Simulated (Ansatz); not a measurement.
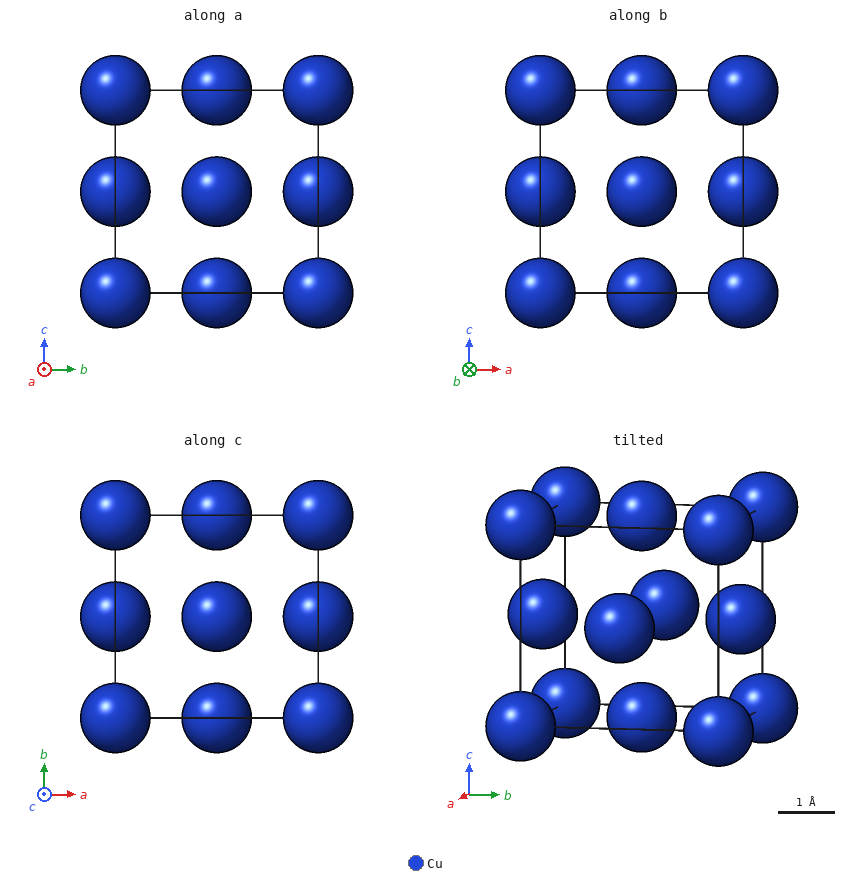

The image is a spheres-only drawing of a crystal, viewed along the a axis, along the b axis, along the c axis and slightly off an axis. The edges of the conventional unit cell are marked.

Lattice parameters: a = 3.6310 Å, b = 3.6310 Å, c = 3.6310 Å, α = 90.000°, β = 90.000°, γ = 90.000°.

### Write the structure as a CIF in P1 with every atom of the cell.

```cif
data_structure
_symmetry_space_group_name_H-M 'P 1'
_symmetry_Int_Tables_number 1
_cell_length_a 3.6310
_cell_length_b 3.6310
_cell_length_c 3.6310
_cell_angle_alpha 90.000
_cell_angle_beta 90.000
_cell_angle_gamma 90.000
_cell_volume 47.87
loop_
_atom_site_label
_atom_site_type_symbol
_atom_site_fract_x
_atom_site_fract_y
_atom_site_fract_z
_atom_site_occupancy
Cu1 Cu 0.0000 0.0000 0.0000 1
Cu2 Cu 0.0000 0.5000 0.5000 1
Cu3 Cu 0.5000 0.0000 0.5000 1
Cu4 Cu 0.5000 0.5000 0.0000 1
```

The starting point was the standard structure of this element. Earlier steps of the study may have refined or changed the cell and positions. It was run through Ansatz as a DFT input.

At this level of theory the cell isn't at rest (stretched, at -7 GPa), so its distances can differ from those at equilibrium, the more so the softer the solid.
